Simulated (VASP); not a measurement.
Band structure of CsCl (CsCl type). All values below come from r2SCAN meta-GGA, VASP's PBE PAW potentials (set 64) (plane waves; VASP).

Unless said otherwise, spin-orbit coupling is left out, though it shifts the bands of the heavy elements here.

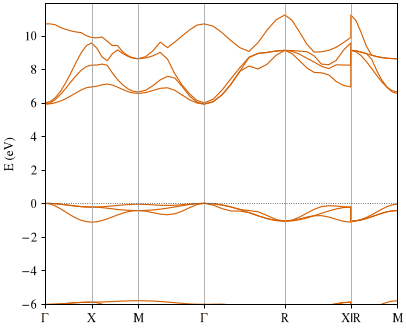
Bands along high-symmetry lines, zero at the valence-band maximum or, without a gap, the Fermi level

Q: Read the plot: is there a gap, and where are the band edges?

A: The gap is direct, 5.91 eV, from the valence maximum at Γ to the conduction minimum at Γ.

Measured: gap 8.35 eV at 80 K (computed value off by -2.44 eV), as given by Wikipedia, Caesium chloride.

The compound is CsCl in the CsCl type structure. It was relaxed first.
